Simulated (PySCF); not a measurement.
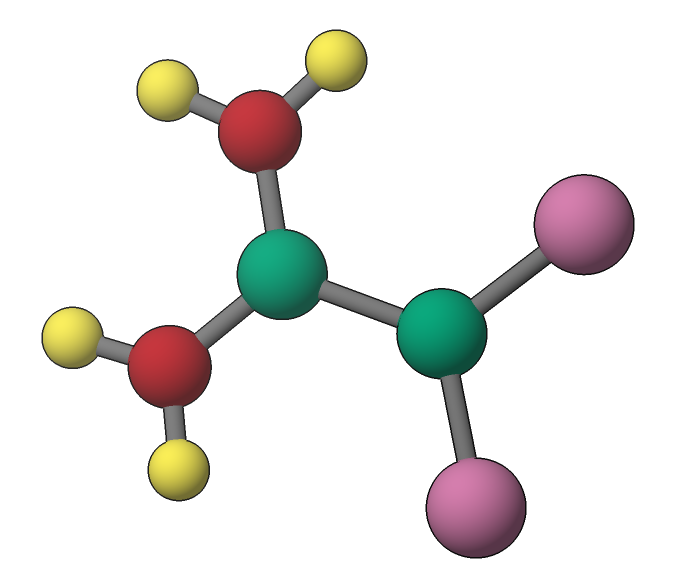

Rendered structure (ball-and-stick style). Colours: nitrogen red, boron teal, chlorine pink, hydrogen yellow.

The computed structure is the end point of a GFN2-xTB optimisation. No frequency run is at hand to confirm it as a minimum.

What does the picture show?

It has 10 atoms: 2 boron, 2 chlorine, 4 hydrogen and 2 nitrogen (B2Cl2H4N2). As SMILES it reads `NB(N)B(Cl)Cl`. It has no ring. This geometry has C2v symmetry. All atoms lie on one plane. Coordination: 2 N trigonal planar; 2 B trigonal planar.

More results for the same structure follow; atom numbers are the same in all pictures, views and colours differ.

### Shape

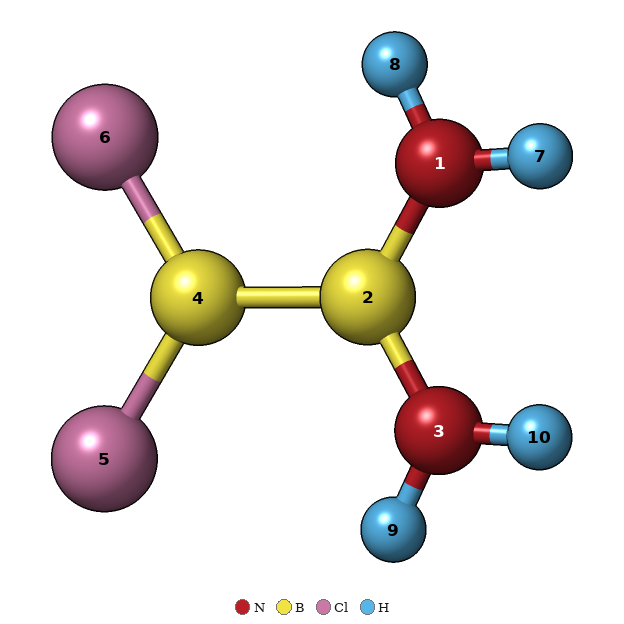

The atoms are numbered. No frequency run is at hand to confirm it as a minimum.

Estimate the angles N1–B2–N3, N1–B2–B4, B2–N1–H8, B2–N1–H7, B2–B4–Cl5, Cl5–B4–Cl6.

| angle | degrees |
| --- | --- |
| N1–B2–N3 | 118.9 |
| N1–B2–B4 | 120.6 |
| B2–N1–H8 | 122.7 |
| B2–N1–H7 | 124.1 |
| B2–B4–Cl5 | 122.6 |
| Cl5–B4–Cl6 | 114.6 |

### Electronic properties

No frequency run is at hand to confirm it as a minimum. Properties computed with PBE0/def2-SVPD, gas phase (PySCF 2.14.0). Excitations: vertical, linear response.

> What is the mean static polarisability?

72.4 bohr³.

> What is the dipole moment?

2.63 D.

> Estimate the LUMO energy (Kohn–Sham orbital).

−1.80 eV.

> What is the brightest of the 6 lowest singlets?

6.41 eV.

### Quadrupole coupling

No frequency run is at hand to confirm it as a minimum. Electric field gradients from the ground-state density, PBE0/pcSseg-1 (PySCF 2.14.0), non-relativistic apart from any core potentials.

Give the largest field-gradient component, the quadrupole coupling constant and the asymmetry for 14N at N1 (Q = 20.44 mb), 11B at B2 (Q = 40.59 mb), 11B at B4 (Q = 40.59 mb), 35Cl at Cl5 (Q = −81.7 mb), 2H at H7 (Q = 2.86 mb), 2H at H8 (Q = 2.86 mb).

| atom | V_zz (a.u.) | e²qQ/h (MHz) | η |
| --- | --- | --- | --- |
| N1 | −0.781 | −3.75 | 0.51 |
| B2 | 0.326 | 3.11 | 0.16 |
| B4 | 0.391 | 3.73 | 0.82 |
| Cl5 | 1.907 | −36.6 | 0.78 |
| H7 | 0.429 | 0.288 | 0.17 |
| H8 | 0.429 | 0.288 | 0.16 |

### Bond orders

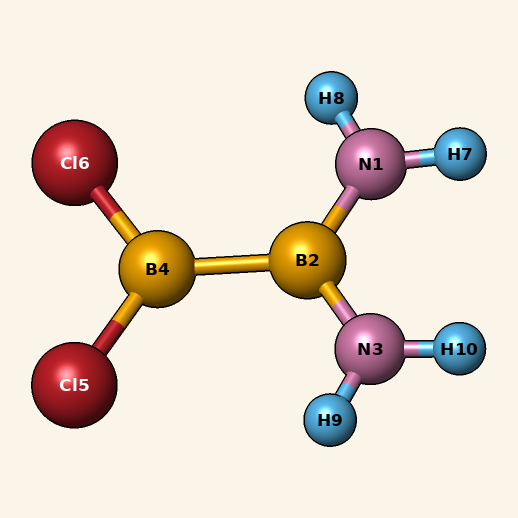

Every bond is drawn as one stick. No frequency run is at hand to confirm it as a minimum. Method: PBE0/pcSseg-1 (PySCF 2.14.0).

List the Mayer bond orders of N1–B2, B2–B4, N1–H8, N1–H7, B4–Cl5 (one bond of each equivalent set).

```json
{"bond": "N1–B2", "Mayer order": "1.25", "length (Å)": "1.405"}
{"bond": "B2–B4", "Mayer order": "0.94", "length (Å)": "1.691"}
{"bond": "N1–H8", "Mayer order": "0.94", "length (Å)": "1.004"}
{"bond": "N1–H7", "Mayer order": "0.94", "length (Å)": "1.005"}
{"bond": "B4–Cl5", "Mayer order": "1.15", "length (Å)": "1.730"}
```

### NMR shielding

The questions are on isotropic NMR shieldings of the B atoms. No frequency run is at hand to confirm it as a minimum. Level of theory: GIAO PBE0/pcSseg-1 NMR shielding, non-relativistic, gas phase (PySCF 2.14.0).

List the isotropic NMR shieldings of the B atoms.

```tsv
atom	σ (ppm)
B2	80.3
B4	31.1
```

The geometry is semi-empirical. Around B such bond lengths and angles can be off by a tenth of an ångström or more and by several degrees, and values that hang on the shape move with them.
